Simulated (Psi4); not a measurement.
# BH2SO (SMILES O[B]S), step by step

Wanted: a geometry optimisation (UBLYP-D3(BJ)/6-31G*), then vibrational wavenumbers, then the energy (UMP2/def2-TZVPP), then the excited states (TD-BLYP/6-31G*) of BH2SO. 

Program for the calculation: Psi4 1.11.

### 1 Starting point

BH2SO has 5 atoms, charge 0, and is taken as a doublet. As SMILES, `O[B]S`. All atoms were displaced at random from a relaxed shape. This is a higher conformer, about 7 kJ/mol above the lowest found by a separate search. The run starts from this shape.

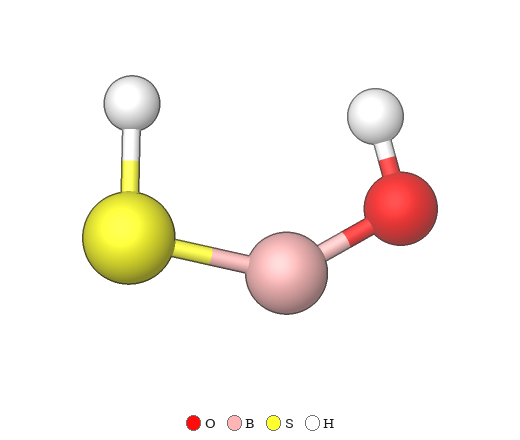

Viewed from a chosen angle; oxygen red, boron pink, sulfur yellow, hydrogen white.

### 2 A structure relaxation at UBLYP-D3(BJ)/6-31G(d) (density fitting, Cartesian functions) (run 1)

job.in reads:

```
memory 1.6 GB

molecule {
  0 2
  O     -2.60801858    -0.15922643    -0.92449937
  B     -0.79136628     1.48935552     0.09581667
  S      2.29051436     1.38397683     1.13526053
  H     -1.71261343    -1.83726733    -1.01503426
  H      2.88263358    -1.18159661     0.54149913
  units au
  symmetry c1
}

set {
  reference uks
  geom_maxiter 60
}

result, w = opt('blyp-d3bj2b/6-31G*', return_wfn=True)
```

Run with:

```console
psi4 -i job.in -o job.out -n 1
```

job.out:

```text
[...]
  Running in c1 symmetry.
[...]
  Nuclear repulsion =   79.836709887832129
[...]
  Multiplicity = 2
[...]
  Nalpha       = 16
  Nbeta        = 15
[...]
    Number of basis functions: 53
[...]
   @DF-UKS iter   1:  -499.19877574276825   -8.25682e-02   1.29289e-02 DIIS/ADIIS
[...]
   @DF-UKS iter   8:  -499.41565827725566    0.00000e+00   3.23272e-09 DIIS
[...]
   @S^2 Observed:                7.523472895E-01
[...]
  @DF-UKS Final Energy:  -499.41565827725566
   => Energetics <=
    Nuclear Repulsion Energy =             79.6529044890897353
    One-Electron Energy =                -845.7484174746698500
    Two-Electron Energy =                 305.6944106647831632
    DFT Exchange-Correlation Energy =     -39.0078629036612909
    Empirical Dispersion Energy =          -0.0066930527973693
    VV10 Nonlocal Energy =                  0.0000000000000000
    Total Energy =                       -499.4156582772556590
[...]
  -Total Gradient:
     Atom            X                  Y                   Z
    ------   -----------------  -----------------  -----------------
       1        0.000018689042     0.000031681752     0.000013158080
       2        0.000006366939     0.000014898353     0.000006724181
       3       -0.000009968863     0.000007925086    -0.000001054528
       4       -0.000021137902     0.000019995228    -0.000000497189
       5       -0.000008953182    -0.000000829868    -0.000003436572
[...]
```

Standard output:

```text
Optimizer: Optimization complete!
```

Run time: 44 s. Hardware: 1 thread of Intel Xeon Platinum 8259CL at 2.50GHz (Skylake/Cascade Lake), shared host; peak memory 0.4 GiB.

Steps, from the record of the run:

```
step  energy from the first frame kept (eV)  largest force (eV/Å)
   0                                 0.0000                3.0854
   1                                -0.1621                1.2587
   2                                -0.1969                0.2246
   3                                -0.2005                0.0968
   4                                -0.2017                0.0278
   5                                -0.2018                0.0082
   6                                -0.2018                0.0020
```

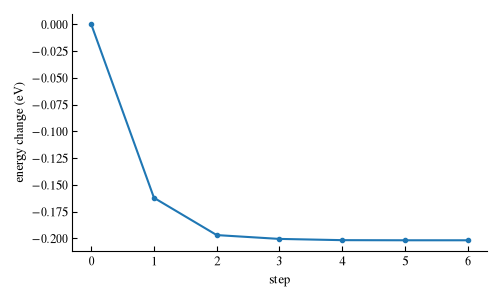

Energy along the run.

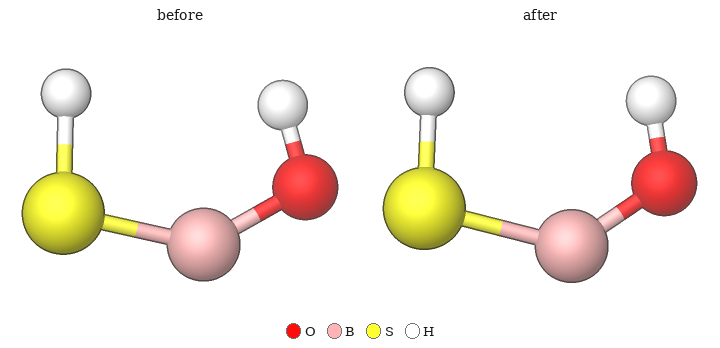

Before and after, at one scale.

After the run. Bond lengths: O1–B2 1.348 Å, B2–S3 1.813 Å, O1–H4 0.989 Å, S3–H5 1.383 Å. Angles: O1–B2–S3 132.1°, B2–O1–H4 115.5°, B2–S3–H5 100.8°.

### 3 Vibrational wavenumbers at UBLYP-D3(BJ)/6-31G(d) (density fitting, Cartesian functions) (run 2)

job.py reads:

```python
import psi4

psi4.set_memory('1600 MB')
psi4.set_num_threads(1)
psi4.core.set_output_file('bh2os.out', False)

m = psi4.geometry("""
0 2
O
B 1 1.348286
S 2 1.813437 1 132.08077
H 1 0.988699 2 115.47826 3 0.0043
H 3 1.38332 2 100.76268 1 0.00172
symmetry c1
""")

psi4.set_options({
    'reference': 'uks',
    't': 600.0,
    'rotational_symmetry_number': 1,
})

e, wfn = psi4.frequencies("blyp-d3(bj)/6-31G*", return_wfn=True)
print('E =', round(e, 9))
print('wavenumbers / cm^-1:', wfn.frequencies().np.round(1))
for k in ('ZPVE', 'ENTHALPY', 'GIBBS FREE ENERGY'):
    print(f'{k}: {psi4.variable(k):.8f} Eh')
for k, v in sorted(psi4.core.scalar_variables().items()):
    print(f'{k:45s} {v:18.10f}')
```

Run with:

```console
python job.py
```

bh2os.out:

```text
[...]
  Running in c1 symmetry.
[...]
  Nuclear repulsion =   79.652910921016542
[...]
  Multiplicity = 2
[...]
  Nalpha       = 16
  Nbeta        = 15
[...]
    Number of basis functions: 53
[...]
   @DF-UKS iter   1:  -499.20775633726458   -1.00795e-01   1.31352e-02 ADIIS/DIIS
[...]
   @DF-UKS iter  13:  -499.41565704083467   -1.02318e-12   3.90024e-09 DIIS
[...]
   @S^2 Observed:                7.523470193E-01
[...]
  @DF-UKS Final Energy:  -499.41565704083467
   => Energetics <=
    Nuclear Repulsion Energy =             79.6550817120221097
    One-Electron Energy =                -845.7509236627017799
    Two-Electron Energy =                 305.6947966502545455
    DFT Exchange-Correlation Energy =     -39.0079174445544936
    Empirical Dispersion Energy =          -0.0066942958551036
    VV10 Nonlocal Energy =                  0.0000000000000000
    Total Energy =                       -499.4156570408346738
[...]
  -Total Gradient:
     Atom            X                  Y                   Z
    ------   -----------------  -----------------  -----------------
       1        0.000001149599    -0.000450024151    -0.000268352281
       2       -0.000000642460    -0.000130177787    -0.000132637333
       3       -0.000000034077     0.000346568982     0.000385294847
       4       -0.000000804650     0.000590970140     0.000387922255
       5        0.000000334554    -0.000296055683    -0.000326091393
[...]
  ==> Harmonic Vibrational Analysis <==
[...]
  Freq [cm^-1]                 308.1740            349.3264            500.3862
[...]
  IR activ [km/mol]            10.6691              0.4645             112.8605
[...]
  Freq [cm^-1]                 607.0999            787.7388            997.5381
[...]
  Freq [cm^-1]                1342.5163           2370.9882           3404.1725
[...]
```

On the terminal:

```text
Warning: used thermodynamics relations inappropriate for low-frequency modes: ['308.1740' '349.3264' '500.3862' '607.0999']
E = -499.415658276
wavenumbers / cm^-1: [ 308.2  349.3  500.4  607.1  787.7  997.5 1342.5 2371.  3404.2]
ZPVE: 0.02430336 Eh
ENTHALPY: -499.37803975 Eh
GIBBS FREE ENERGY: -499.45270578 Eh
BLYP-D3(BJ) DISPERSION CORRECTION ENERGY           -0.0066930529
CURRENT ENERGY                                   -499.4156582762
CURRENT REFERENCE ENERGY                         -499.4156582762
DD SOLVATION ENERGY                                 0.0000000000
DFT FUNCTIONAL TOTAL ENERGY                      -499.4089652232
DFT TOTAL ENERGY                                 -499.4156582762
DFT VV10 ENERGY                                     0.0000000000
DFT XC ENERGY                                     -39.0078634246
DISPERSION CORRECTION ENERGY                       -0.0066930529
ENTHALPY                                         -499.3780397458
ENTHALPY CORRECTION                                 0.0376185304
FINDIF NUMBER                                      25.0000000000
GIBBS FREE ENERGY                                -499.4527057848
GIBBS FREE ENERGY CORRECTION                       -0.0370475086
GRID ELECTRONS ALPHA                               15.9999932839
GRID ELECTRONS BETA                                14.9999923926
GRID ELECTRONS TOTAL                               30.9999856764
NUCLEAR REPULSION ENERGY                           79.6529109210
ONE-ELECTRON ENERGY                              -845.7484302236
PCM POLARIZATION ENERGY                             0.0000000000
PE ENERGY                                           0.0000000000
SCF ITERATION ENERGY                             -499.4156582762
SCF ITERATIONS                                     13.0000000000
SCF TOTAL ENERGY                                 -499.4156582762
THERMAL ENERGY                                   -499.3799398321
THERMAL ENERGY CORRECTION                           0.0357184441
TWO-ELECTRON ENERGY                               305.6944175040
ZERO K ENTHALPY                                  -499.3913549203
ZPVE                                                0.0243033559
```

Wall time 3.3 min (1 thread of Intel Xeon Platinum 8259CL at 2.50GHz (Skylake/Cascade Lake), shared host); peak memory 0.38 GiB.

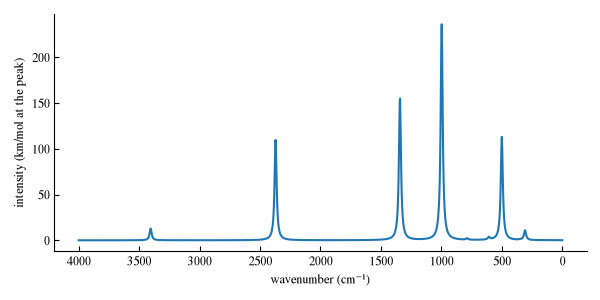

Harmonic infrared spectrum, unscaled, lines broadened by 10 cm⁻¹.

### 4 The energy at UMP2/def2-TZVPP (density fitting, density fitting for correlation) (run 3)

calc.in reads:

```
memory 1.6 GB

molecule {
  0 2
  O     -1.349257    -0.087467    -0.458048
  B     -0.503447     0.827328     0.057347
  S      1.228748     0.720640     0.583343
  H     -0.972969    -0.993614    -0.579829
  H      1.499005    -0.609066     0.314237
}

set {
  basis def2-TZVPP
  reference uhf
  num_frozen_docc 7
}

E, wfn = energy('mp2', return_wfn=True)
print_variables()
```

Run with:

```console
psi4 -n 1 calc.in calc.out
```

calc.out:

```text
[...]
  Running in c1 symmetry.
[...]
  Nuclear repulsion =   79.652900703004519
[...]
  Multiplicity = 2
[...]
  Nalpha       = 16
  Nbeta        = 15
[...]
    Number of basis functions: 132
[...]
   @DF-UHF iter   1:  -498.20660807568123   -7.18381e-01   3.67824e-03 ADIIS/DIIS
[...]
   @DF-UHF iter  15:  -498.31393701035262   -2.15437e-11   8.18584e-09 DIIS
[...]
   @S^2 Observed:                7.560018971E-01
[...]
  @DF-UHF Final Energy:  -498.31393701035262
   => Energetics <=
    Nuclear Repulsion Energy =             79.6529007030045193
    One-Electron Energy =                -845.6377974231779717
    Two-Electron Energy =                 267.6709597098208064
    Total Energy =                       -498.3139370103526176
  UHF NO Occupations:
  HONO-2 :   14  A 1.9991546
  HONO-1 :   15  A 1.9983436
[...]
 Multipole Moments:
 ------------------------------------------------------------------------------------
     Multipole            Electronic (a.u.)      Nuclear  (a.u.)        Total (a.u.)
 ------------------------------------------------------------------------------------
 L = 1.  Multiply by 2.5417464519 to convert [e a0] to [Debye]
 Dipole X            :         -0.5323074            0.8009971            0.2686897
 Dipole Y            :          1.7803463           -2.7278288           -0.9474825
 Dipole Z            :          0.3056908           -0.4730047           -0.1673139
 Magnitude           :                                                    0.9989551
[...]
```

It took 5.4 s on 1 thread of Intel Xeon Platinum 8259CL at 2.50GHz (Skylake/Cascade Lake), shared host; peak memory 0.24 GiB.

### 5 The vertical excitations at TD-BLYP/6-31G(d) (density fitting, Cartesian functions, save jk yes) (run 4)

bh2os.xyz reads:

```xyz
5
BH2OS
O     -1.349257    -0.087467    -0.458048
B     -0.503447     0.827328     0.057347
S      1.228748     0.720640     0.583343
H     -0.972969    -0.993614    -0.579829
H      1.499005    -0.609066     0.314237
```

bh2os.py reads:

```python
import psi4

psi4.set_memory(1600000000)
psi4.set_num_threads(1)
psi4.core.set_output_file('bh2os.out', False)

with open('bh2os.xyz') as f:
    atoms = ''.join(f.readlines()[2:])
geom = psi4.geometry('0 2\n' + atoms + '')

psi4.set_options({
    'basis': '6-31G*',
    'reference': 'uks',
    'save_jk': True,
})

from psi4.driver.procrouting.response.scf_response import tdscf_excitations
e, wfn = psi4.energy('BLYP', return_wfn=True)
states = tdscf_excitations(wfn, states=6, tda=False)
for k, s in enumerate(states, 1):
    print(f"root {k}: {s['EXCITATION ENERGY'] * 27.211386:.4f} eV  f = {s['OSCILLATOR STRENGTH (LEN)']:.4f}  {s['SYMMETRY']}")
print(f'BLYP energy: {e:.10f} Eh')
for k, v in sorted(psi4.core.scalar_variables().items()):
    print(f'{k:45s} {v:18.10f}')
```

Run with:

```console
python bh2os.py
```

bh2os.out:

```text
[...]
  Running in c1 symmetry.
[...]
  Nuclear repulsion =   79.652900703004519
[...]
  Multiplicity = 2
[...]
  Nalpha       = 16
  Nbeta        = 15
[...]
    Number of basis functions: 53
[...]
   @DF-UKS iter   1:  -499.20106333061557   -1.00795e-01   1.31352e-02 ADIIS/DIIS
[...]
   @DF-UKS iter  10:  -499.40896522462350   -3.11502e-09   4.49559e-07 DIIS
[...]
   @S^2 Observed:                7.523469978E-01
[...]
  @DF-UKS Final Energy:  -499.40896522462350
   => Energetics <=
    Nuclear Repulsion Energy =             79.6529007030045193
    One-Electron Energy =                -845.7485043943529490
    Two-Electron Energy =                 305.6945101488001342
    DFT Exchange-Correlation Energy =     -39.0078716820752263
    Empirical Dispersion Energy =           0.0000000000000000
    VV10 Nonlocal Energy =                  0.0000000000000000
    Total Energy =                       -499.4089652246235005
[...]
 Multipole Moments:
 ------------------------------------------------------------------------------------
     Multipole            Electronic (a.u.)      Nuclear  (a.u.)        Total (a.u.)
 ------------------------------------------------------------------------------------
 L = 1.  Multiply by 2.5417464519 to convert [e a0] to [Debye]
 Dipole X            :         -0.6786030            0.8009971            0.1223941
 Dipole Y            :          1.7431717           -2.7278288           -0.9846571
 Dipole Z            :          0.2489151           -0.4730047           -0.2240896
 Magnitude           :                                                    1.0172247
[...]
                                    Excitation Energy         Total Energy        Oscillator Strength             Rotatory Strength
[...]
Excited State    1 (1 A):   0.13485 au   337.87 nm f = 0.0087
[...]
```

On the terminal:

```text
root 1: 3.6695 eV  f = 0.0087  A
root 2: 4.1138 eV  f = 0.0029  A
root 3: 4.3536 eV  f = 0.0194  A
root 4: 4.9766 eV  f = 0.0438  A
root 5: 5.5700 eV  f = 0.0039  A
root 6: 5.6120 eV  f = 0.0041  A
BLYP energy: -499.4089652246 Eh
CURRENT ENERGY                                   -499.4089652246
CURRENT REFERENCE ENERGY                         -499.4089652246
DD SOLVATION ENERGY                                 0.0000000000
DFT FUNCTIONAL TOTAL ENERGY                      -499.4089652246
DFT TOTAL ENERGY                                 -499.4089652246
DFT VV10 ENERGY                                     0.0000000000
DFT XC ENERGY                                     -39.0078716821
GRID ELECTRONS ALPHA                               15.9999932839
GRID ELECTRONS BETA                                14.9999923926
GRID ELECTRONS TOTAL                               30.9999856765
NUCLEAR REPULSION ENERGY                           79.6529007030
ONE-ELECTRON ENERGY                              -845.7485043944
PCM POLARIZATION ENERGY                             0.0000000000
PE ENERGY                                           0.0000000000
SCF ITERATION ENERGY                             -499.4089652246
SCF ITERATIONS                                     10.0000000000
SCF TOTAL ENERGY                                 -499.4089652246
TWO-ELECTRON ENERGY                               305.6945101488
XC GRID RADIAL POINTS                              75.0000000000
XC GRID SPHERICAL POINTS                          302.0000000000
XC GRID TOTAL POINTS                           107175.0000000000
```

Run time: 28 s. Hardware: 1 thread of Intel Xeon Platinum 8259CL at 2.50GHz (Skylake/Cascade Lake), shared host; peak memory 0.36 GiB.

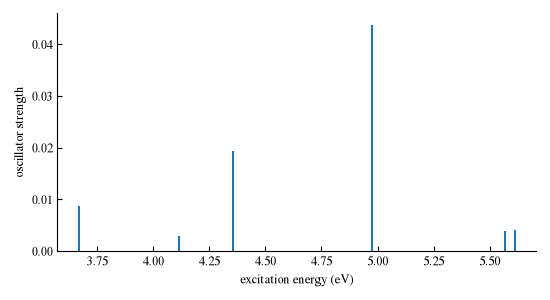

Vertical excitations as sticks.

The roots found:

```
excited state  energy (eV)  strength  label
            1        3.670    0.0087    A 1
            2        4.114    0.0029    A 1
            3        4.354    0.0194    A 1
            4        4.977    0.0438    A 1
            5        5.570    0.0039    A 1
            6        5.612    0.0041    A 1
```

### 6 Outcome

| quantity | value |
| --- | --- |
| run 1, UBLYP-D3(BJ)/6-31G*: total energy at the end | -499.41566 Eh |
| run 1, UBLYP-D3(BJ)/6-31G*: dipole moment | 2.59 D |
| run 1, UBLYP-D3(BJ)/6-31G*: HOMO energy (highest over α and β) | -4.36 eV |
| run 1, UBLYP-D3(BJ)/6-31G*: LUMO energy (lowest over α and β) | -2.26 eV |
| run 1, UBLYP-D3(BJ)/6-31G*: dispersion energy | -17.57 kJ/mol |
| run 1, UBLYP-D3(BJ)/6-31G*: ⟨S²⟩ | 0.752 |
| run 2, UBLYP-D3(BJ)/6-31G*: lowest harmonic wavenumber | 308 cm⁻¹ |
| run 2, UBLYP-D3(BJ)/6-31G*: highest harmonic wavenumber | 3404 cm⁻¹ |
| run 2, UBLYP-D3(BJ)/6-31G*: zero-point energy | 63.8 kJ/mol |
| run 2, UBLYP-D3(BJ)/6-31G*: ideal-gas entropy at 600 K (symmetry number 1 as used) | 78.1 cal/(mol K) |
| run 3, UMP2/def2-TZVPP: total energy | -498.80451 Eh |
| run 3, UMP2/def2-TZVPP: HOMO energy (Hartree–Fock orbitals) (highest over α and β) | -9.43 eV |
| run 3, UMP2/def2-TZVPP: LUMO energy (Hartree–Fock orbitals) (lowest over α and β) | 1.86 eV |
| run 3, UMP2/def2-TZVPP: correlation energy (7 core orbitals frozen) | -490.6 mEh |
| run 3, UMP2/def2-TZVPP: ⟨S²⟩ of the reference determinant | 0.756 |
| run 4, TD-BLYP/6-31G*: ground-state or mean-field energy | -499.40897 Eh |
| run 4, TD-BLYP/6-31G*: dipole moment (BLYP Kohn–Sham density) | 2.59 D |
| run 4, TD-BLYP/6-31G*: HOMO energy (BLYP Kohn–Sham orbitals) (highest over α and β) | -4.36 eV |
| run 4, TD-BLYP/6-31G*: LUMO energy (BLYP Kohn–Sham orbitals) (lowest over α and β) | -2.26 eV |
| run 4, TD-BLYP/6-31G*: ⟨S²⟩ of the reference determinant | 0.752 |
| run 4, TD-BLYP/6-31G*: lowest excitation energy | 3.67 eV |

What this shows: The optimisation (run 1, UBLYP-D3(BJ)/6-31G*) took 7 steps and changed the energy by -0.202 eV. All 9 modes (run 2, UBLYP-D3(BJ)/6-31G*) are real, so the shape is a minimum at this level. The brightest of the 6 transitions from the ground state lies at 4.98 eV (249 nm, f = 0.044); the lowest, at 3.67 eV, has f = 0.009. Roots above 4.4 eV lie over the negative of the HOMO energy, where those of Rydberg kind are poorly described; valence roots are less touched.
